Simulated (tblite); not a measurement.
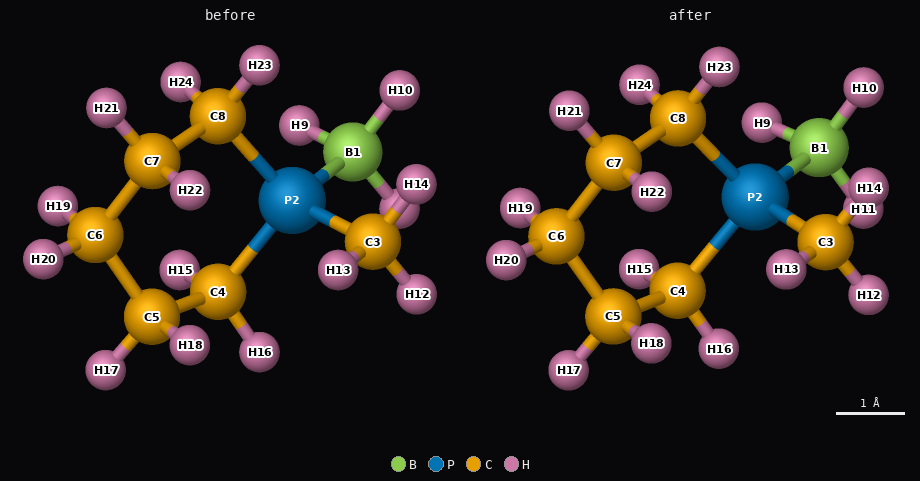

The structure of C6H16BP before (left) and after (right) a relaxation, at one scale.

A ball-and-stick model, seen at a tilt.

Computed with GFN2-xTB geometry optimisation, gas phase in tblite. 

What changed between the two?

The largest move after the best rigid fit is that of H13, 0.17 Å. Largest moves by element: H 0.17 Å, B 0.17 Å, P 0.14 Å, C 0.11 Å. Among the contacts that change: P2–C3 1.804 → 1.838 Å, B1–P2 1.887 → 1.918 Å, C3–H14 1.117 → 1.089 Å, C3–H12 1.115 → 1.089 Å. Bond angles that change, for instance: C3–P2–C8 111.1° → 103.7°, C3–P2–C4 110.0° → 103.7°, B1–P2–C3 110.2° → 115.9°. Over 59 geometry steps the energy falls by 8.33 kcal/mol. The run took 0.41 s on 1 thread of Arm Neoverse V2, on a shared host.
